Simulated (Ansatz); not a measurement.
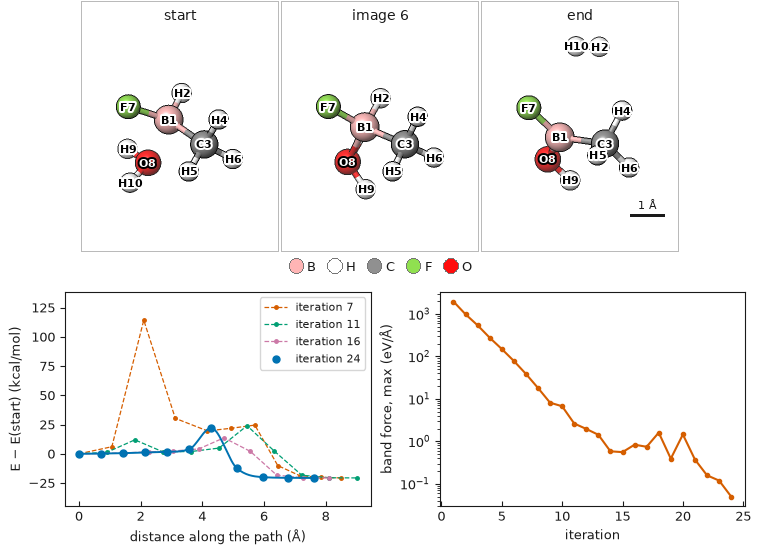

A nudged-elastic-band calculation for CH6BFO. Images are numbered from 0 (start) to 10 (end). The plot follows the band through its iterations. Style: ball-and-stick. Shown from a free direction.

The calculation used RKS PBE0/def2-SVPD in Ansatz 0.2.0. Set-up: 9 movable images; climbing image; force threshold 0.05 eV/Å; iteration limit 60; starting path through a guess of the saddle point.

**How did the profile develop, and is the result final?**

The result is final at these settings. The band converged in 24 iterations. The largest component of the band force went from 2000 to 0.05 eV/Å. The climbing image converged on the top of the path. Its vibrational analysis gives one imaginary mode (1361i cm⁻¹), as a transition state must have. The first iteration put the highest image at 5518.6 kcal/mol. The highest point, image 6, lies 22.0 kcal/mol above the start and 42.6 kcal/mol above the end; the end is at −20.6 kcal/mol relative to the start.
